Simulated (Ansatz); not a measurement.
## Ligand exchange: C2H7N + BH2(NH2) → CH6N2 + BH2(CH3)

Species: C2H7N (dimethylamine) `CNC`, singlet; BH2(NH2), singlet; CH6N2 (methylhydrazine) `CNN`, singlet; BH2(CH3), singlet. The partners trade CH3 for NH2: N–CH3 and B–NH2 bonds give way to N–NH2 and B–CH3.

Shapes, held fixed at every level: PBE0-D4/def2-TZVP. Flexible molecules stand in one conformer, not always the lowest. Programs: Ansatz 0.2.0. The zero-point and thermal change to 298 K, harmonic and unscaled (PBE0-D4/def2-TZVP), is -7.2 kJ/mol.

```json
{"level": "HF/def2-SVP", "kind": "Hartree–Fock", "ΔH(298 K) (kJ/mol)": "+225.7", "less CCSD(T)/CBS estimate": "-0.5"}
{"level": "HF/def2-TZVPP", "kind": "Hartree–Fock", "ΔH(298 K) (kJ/mol)": "+221.7", "less CCSD(T)/CBS estimate": "-4.5"}
{"level": "wB97X-V/def2-TZVPP", "kind": "range-separated hybrid", "ΔH(298 K) (kJ/mol)": "+218.8", "less CCSD(T)/CBS estimate": "-7.4"}
{"level": "B2PLYP/def2-TZVPP", "kind": "double hybrid", "ΔH(298 K) (kJ/mol)": "+228.1", "less CCSD(T)/CBS estimate": "+1.9"}
{"level": "MP2/def2-TZVPP", "kind": "perturbation theory", "ΔH(298 K) (kJ/mol)": "+233.7", "less CCSD(T)/CBS estimate": "+7.5"}
{"level": "CCSD/def2-SVP", "kind": "coupled cluster or CI", "ΔH(298 K) (kJ/mol)": "+234.8", "less CCSD(T)/CBS estimate": "+8.6"}
{"level": "CCSD/def2-TZVPP", "kind": "coupled cluster or CI", "ΔH(298 K) (kJ/mol)": "+226.3", "less CCSD(T)/CBS estimate": "+0.1"}
{"level": "CCSD(T)/CBS estimate", "kind": "coupled cluster or CI", "ΔH(298 K) (kJ/mol)": "+226.2", "less CCSD(T)/CBS estimate": "0.0"}
```

The highest level, CCSD(T)/CBS estimate, gives ΔH(298 K) = +226.2 kJ/mol; the levels span +218.8 to +234.8. The column of differences is taken from that level and isn't an error. No measured value is set beside it here. The CBS estimate extrapolates MP2 from def2-TZVPP and def2-QZVPP and adds CCSD(T) − MP2 in the triple-zeta set, cores frozen.

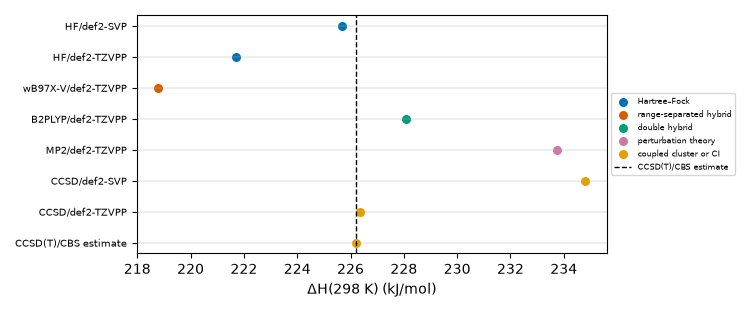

The values of the table, level by level.
